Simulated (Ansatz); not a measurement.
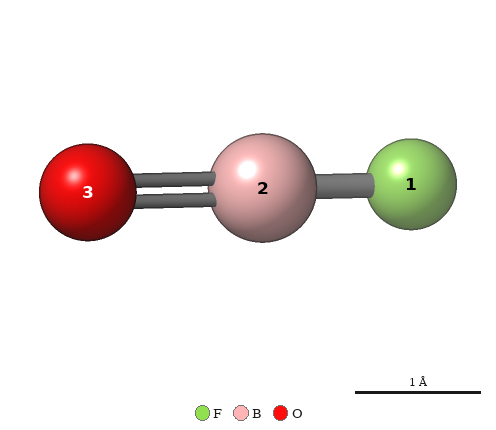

(Drawn from a calculation with Ansatz.)

Orthographic view. Distant atoms are faded towards the background colour. Geometry: a fixed input geometry, not necessarily a minimum.

Write a Z-matrix (Å, degrees) in the order of the atom numbers, with these reference atoms: 2 to 1; 3 to 2, 1.

```
F  
B    1   1.283
O    2   1.509   1   180.0
```
